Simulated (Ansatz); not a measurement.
# Breaking a bond in MnH (SMILES [H][Mn])

MnH has 2 atoms, charge 0, and is taken as a septet. SMILES: `[H][Mn]`. The shape comes from GFN2-xTB, which is rough for such elements, and wasn't checked as a minimum.

```tsv
atom	x (Å)	y (Å)	z (Å)
Mn	0.0003	0.0059	-0.8120
H	-0.0003	-0.0059	0.8120
```

The Mn1–H2 distance is scanned; the parts on either side stay rigid. Basis STO-3G, 5 core orbitals frozen in the correlated methods; program Ansatz 0.2.0. FCI is exact within this basis and core. Energies in eV from each method's value at 1.624 Å; open shells run as named; a dash marks a point that is missing or didn't converge. The shape above is that at 1.624 Å.

```json
{"distance (Å)": "1.624", "UBLYP": "0.00", "UB3LYP": "0.00", "UBHLYP": "0.00", "UMP2": "0.00", "UCCSDT(Q)": "0.00", "FCI": "0.00"}
{"distance (Å)": "2.030", "UBLYP": "0.60", "UB3LYP": "0.64", "UBHLYP": "0.70", "UMP2": "0.67", "UCCSDT(Q)": "0.49", "FCI": "0.49"}
{"distance (Å)": "2.436", "UBLYP": "1.51", "UB3LYP": "1.60", "UBHLYP": "1.63", "UMP2": "1.53", "UCCSDT(Q)": "1.28", "FCI": "1.27"}
{"distance (Å)": "3.248", "UBLYP": "2.29", "UB3LYP": "2.29", "UBHLYP": "2.22", "UMP2": "1.69", "UCCSDT(Q)": "1.59", "FCI": "1.59"}
{"distance (Å)": "4.060", "UBLYP": "–", "UB3LYP": "2.36", "UBHLYP": "2.27", "UMP2": "1.69", "UCCSDT(Q)": "1.60", "FCI": "1.60"}
```

Departure from the FCI curve at its largest: UBLYP +0.70 eV at 3.25 Å; UB3LYP +0.76 eV at 4.06 Å; UBHLYP +0.67 eV at 4.06 Å; UMP2 +0.25 eV at 2.44 Å; UCCSDT(Q) within 0.005 eV. For the functionals part of the departure is owed to the small basis.

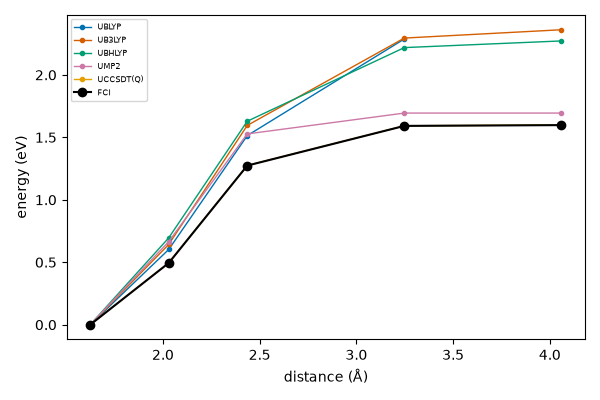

The curves of the table.
